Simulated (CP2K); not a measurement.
# TiHCl3O (SMILES Cl[Ti](Cl)(Cl)O) at PBE/DZVP-MOLOPT-SR-GTH (core potential)

What is the energy change on altering one bond length of TiHCl3O at PBE/DZVP-MOLOPT-SR-GTH (core potential)? 

The calculation is run with CP2K 2026.2.

**1. The molecule**

The species is TiHCl3O (6 atoms), meant as a singlet with charge 0. SMILES: `Cl[Ti](Cl)(Cl)O`. The shape is that of a PBE0-D4/def2-TZVP optimisation.

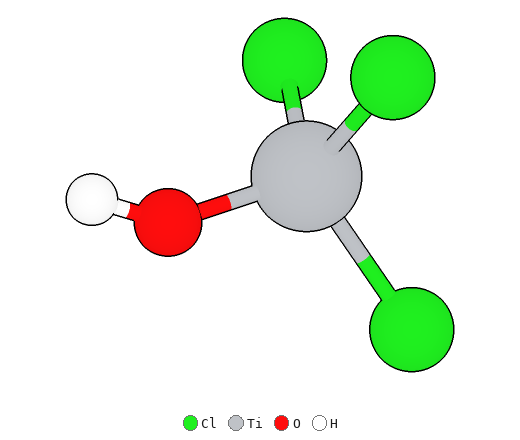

Viewed from a chosen angle; chlorine green, titanium light grey, oxygen red, hydrogen white.

**2. The energy at PBE/DZVP-MOLOPT-SR-GTH (core potential)**

calc.inp reads:

```
&GLOBAL
    PROJECT calc
    RUN_TYPE ENERGY
    PRINT_LEVEL MEDIUM
&END GLOBAL

&FORCE_EVAL
    METHOD QS
    &DFT
        BASIS_SET_FILE_NAME BASIS_MOLOPT
        POTENTIAL_FILE_NAME GTH_POTENTIALS
        &QS
            METHOD GPW
            EPS_DEFAULT 1.0E-10
        &END QS
        &MGRID
            CUTOFF 400
            REL_CUTOFF 50
            NGRIDS 4
        &END MGRID
        ! cluster boundary conditions
        &POISSON
            PERIODIC NONE
            POISSON_SOLVER MULTIPOLE
        &END POISSON
        &SCF
            SCF_GUESS ATOMIC
            EPS_SCF 1.0E-06
            MAX_SCF 30
            &OT
                MINIMIZER DIIS
                PRECONDITIONER FULL_ALL
            &END OT
            &OUTER_SCF
                EPS_SCF 1.0E-06
                MAX_SCF 10
            &END OUTER_SCF
        &END SCF
        &XC
            &XC_FUNCTIONAL PBE
            &END XC_FUNCTIONAL
        &END XC
        &PRINT
            &MOMENTS
                PERIODIC F
                REFERENCE COM
                MAX_MOMENT 1
            &END MOMENTS
            &MO_CUBES
                NLUMO 3
                NHOMO -1
                WRITE_CUBE F
            &END MO_CUBES
            &HIRSHFELD OFF
            &END HIRSHFELD
        &END PRINT
    &END DFT
    ! atoms, cell and kinds
    &SUBSYS
        ! box in angstrom
        &CELL
            ABC 10.4 10.5 10.4
            PERIODIC NONE
        &END CELL
        &COORD
            Cl    -1.629250    -0.831330     1.360800
            Ti    -0.080580    -0.347470    -0.093680
            Cl     1.757320    -1.362960     0.488070
            Cl    -0.693400    -0.978720    -2.087950
            O      0.191890     1.375840    -0.087440
            H      0.454040     2.144630     0.420190
        &END COORD
        &TOPOLOGY
            &CENTER_COORDINATES
            &END CENTER_COORDINATES
        &END TOPOLOGY
        &KIND Cl
            BASIS_SET DZVP-MOLOPT-SR-GTH-q7
            POTENTIAL GTH-PBE-q7
        &END KIND
        &KIND Ti
            BASIS_SET DZVP-MOLOPT-SR-GTH-q12
            POTENTIAL GTH-PBE-q12
        &END KIND
        &KIND O
            BASIS_SET DZVP-MOLOPT-SR-GTH-q6
            POTENTIAL GTH-PBE-q6
        &END KIND
        &KIND H
            BASIS_SET DZVP-MOLOPT-SR-GTH-q1
            POTENTIAL GTH-PBE-q1
        &END KIND
    &END SUBSYS
&END FORCE_EVAL
```

The run is started by

```sh
$ OMP_NUM_THREADS=1 cp2k.psmp -i calc.inp -o calc.out
```

Output:

```text
CP2K| version string:                                       CP2K version 2026.2
[...]
 GLOBAL| Method name                                                        CP2K
[...]
 GLOBAL| Run type                                                         ENERGY
[...]
 DFT| Spin restricted Kohn-Sham (RKS) calculation                            RKS
 DFT| Multiplicity                                                             1
[...]
 DFT| Charge                                                                   0
[...]
 FUNCTIONAL| PBE:
 QS| Method:                                                                 GPW
[...]
 QS| Density cutoff [a.u.]:                                                200.0
[...]
 QS| Relative density cutoff [a.u.]:                                        25.0
[...]
                             - Atoms:                                          6
[...]
                             - Spherical basis functions:                     83
[...]
 Number of electrons:                                                         40
[...]
     1 OT DIIS     0.15E+00    2.0     0.16506273      -117.0850206919 -1.17E+02
[...]
     5 OT DIIS     0.15E+00    2.2     0.00000049      -119.9858477156 -4.81E-10
  *** SCF run converged in     5 steps ***
[...]
  Overlap energy of the core charge distribution:               0.00000003342466
  Self energy of the core charge distribution:               -250.97706341796203
  Core Hamiltonian energy:                                     62.70589891778884
  Hartree energy:                                              88.18951280006408
  Exchange-correlation energy:                                -19.90419604894732
  Total energy:                                              -119.98584771563178
[...]
                     Mulliken Population Analysis
 #  Atom  Element  Kind  Atomic population                           Net charge
       1     Cl       1          7.190951                             -0.190951
       2     Ti       2         11.209980                              0.790020
       3     Cl       1          7.190828                             -0.190828
       4     Cl       1          7.191074                             -0.191074
       5     O        3          6.377325                             -0.377325
       6     H        4          0.839842                              0.160158
 # Total charge                             40.000000                 -0.000000
[...]
  Dipole moment [Debye]
    X=  0.5920052E+00 Y=  0.2295560E+01 Z=  0.8069868E+00  Total=      2.5042549
[...]
 HOMO - LUMO gap [eV] :    3.800740
 ENERGY| Total FORCE_EVAL ( QS ) energy [hartree]           -119.985847715631778
[...]
```

Run time: 81 s. Hardware: 1 thread of Intel Xeon at 2.70GHz, shared host; peak memory 0.87 GiB.

**3. The distorted shape, same level**

run.inp reads:

```
&GLOBAL
  PROJECT_NAME run
  RUN_TYPE ENERGY
  PRINT_LEVEL MEDIUM
&END GLOBAL
&FORCE_EVAL
  METHOD QUICKSTEP
  &DFT
    BASIS_SET_FILE_NAME BASIS_MOLOPT
    POTENTIAL_FILE_NAME GTH_POTENTIALS
    CHARGE 0
    MULTIPLICITY 1
    &QS
      METHOD GPW
      EPS_DEFAULT 1.0E-10
    &END QS
    &MGRID
      CUTOFF 400
      REL_CUTOFF 50
      NGRIDS 4
    &END MGRID
    &POISSON
      PERIODIC NONE
      POISSON_SOLVER MULTIPOLE
    &END POISSON
    &SCF
      SCF_GUESS ATOMIC
      EPS_SCF 1.0E-06
      MAX_SCF 30
      &OT ON
        MINIMIZER CG
        PRECONDITIONER FULL_ALL
      &END OT
      &OUTER_SCF
        EPS_SCF 1.0E-06
        MAX_SCF 5
      &END OUTER_SCF
    &END SCF
    &XC
      &XC_FUNCTIONAL PBE
      &END XC_FUNCTIONAL
    &END XC
    &PRINT
      &MOMENTS
        PERIODIC F
        REFERENCE COM
        MAX_MOMENT 1
      &END MOMENTS
      &MO_CUBES
        NLUMO 5
        NHOMO -1
        WRITE_CUBE F
      &END MO_CUBES
      &HIRSHFELD OFF
      &END HIRSHFELD
    &END PRINT
  &END DFT
  &SUBSYS
    &CELL
      ABC [angstrom] 11.6 10.5 11.6
      PERIODIC NONE
    &END CELL
    &COORD
      Cl     3.487242     3.640744     8.106171
      Ti     6.274857     4.511695     5.488099
      Cl     8.112758     3.496205     6.069849
      Cl     5.662038     3.880445     3.493829
      O      6.547328     6.235005     5.494339
      H      6.809478     7.003795     6.001969
    &END COORD
    &KIND Cl
      BASIS_SET DZVP-MOLOPT-SR-GTH-q7
      POTENTIAL GTH-PBE-q7
    &END KIND
    &KIND Ti
      BASIS_SET DZVP-MOLOPT-SR-GTH-q12
      POTENTIAL GTH-PBE-q12
    &END KIND
    &KIND O
      BASIS_SET DZVP-MOLOPT-SR-GTH-q6
      POTENTIAL GTH-PBE-q6
    &END KIND
    &KIND H
      BASIS_SET DZVP-MOLOPT-SR-GTH-q1
      POTENTIAL GTH-PBE-q1
    &END KIND
  &END SUBSYS
&END FORCE_EVAL
```

The run is started by

```sh
$ OMP_NUM_THREADS=1 cp2k.psmp run.inp > run.out
```

Output:

```text
CP2K| version string:                                       CP2K version 2026.2
[...]
 GLOBAL| Method name                                                        CP2K
[...]
 GLOBAL| Run type                                                         ENERGY
[...]
 DFT| Spin restricted Kohn-Sham (RKS) calculation                            RKS
 DFT| Multiplicity                                                             1
[...]
 DFT| Charge                                                                   0
[...]
 FUNCTIONAL| PBE:
 QS| Method:                                                                 GPW
[...]
 QS| Density cutoff [a.u.]:                                                200.0
[...]
 QS| Relative density cutoff [a.u.]:                                        25.0
[...]
                             - Atoms:                                          6
[...]
                             - Spherical basis functions:                     83
[...]
 Number of electrons:                                                         40
[...]
     1 OT CG       0.15E+00    5.6     0.17511405      -117.3808970986 -1.17E+02
[...]
    16 OT CG       0.37E-01    6.5     0.00000071      -119.8579263760 -8.47E-11
  *** SCF run converged in    16 steps ***
[...]
  Overlap energy of the core charge distribution:               0.00000003342107
  Self energy of the core charge distribution:               -250.97706341796203
  Core Hamiltonian energy:                                     62.55860260580938
  Hartree energy:                                              88.36166669542628
  Exchange-correlation energy:                                -19.80113229266100
  Total energy:                                              -119.85792637596629
[...]
                     Mulliken Population Analysis
 #  Atom  Element  Kind  Atomic population                           Net charge
       1     Cl       1          7.437036                             -0.437036
       2     Ti       2         11.073044                              0.926956
       3     Cl       1          7.148118                             -0.148118
       4     Cl       1          7.145832                             -0.145832
       5     O        3          6.369905                             -0.369905
       6     H        4          0.826065                              0.173935
 # Total charge                             40.000000                  0.000000
[...]
  Dipole moment [Debye]
    X=  0.5081697E+01 Y=  0.3474570E+01 Z= -0.3408508E+01  Total=      7.0366336
[...]
 HOMO - LUMO gap [eV] :    0.142517
 ENERGY| Total FORCE_EVAL ( QS ) energy [hartree]           -119.857926375966287
[...]
```

Run time: 7.2 min. Hardware: 1 thread of Intel Xeon at 2.70GHz, shared host; peak memory 1.1 GiB.

**4. Summary of results**

Level: PBE/DZVP-MOLOPT-SR-GTH (core potential).

| quantity | value |
| --- | --- |
| first shape: total energy | -119.98585 Eh |
| first shape: dipole moment | 2.50 D |
| first shape: HOMO energy | -7.80 eV |
| first shape: LUMO energy | -4.00 eV |
| first shape: HOMO–LUMO gap | 3.80 eV |
| distorted shape: total energy | -119.85793 Eh |
| distorted shape: dipole moment | 7.04 D |
| distorted shape: HOMO energy | -5.58 eV |
| distorted shape: LUMO energy | -5.44 eV |
| distorted shape: HOMO–LUMO gap | 0.14 eV |
| energy change with the Cl1–Ti2 bond stretched from 2.179 to 3.922 Å | 3.481 eV |

**Reading.** One bond (distorted shape) is far stretched, which a spin-restricted single reference describes badly; a broken-symmetry solution may lie lower. With the Cl1–Ti2 bond stretched from 2.179 to 3.922 Å the energy rises by 3.48 eV (336 kJ/mol). The first shape isn't relaxed at this level, so the change isn't measured from a minimum. A restricted reference can't describe the breaking bond well at this length.
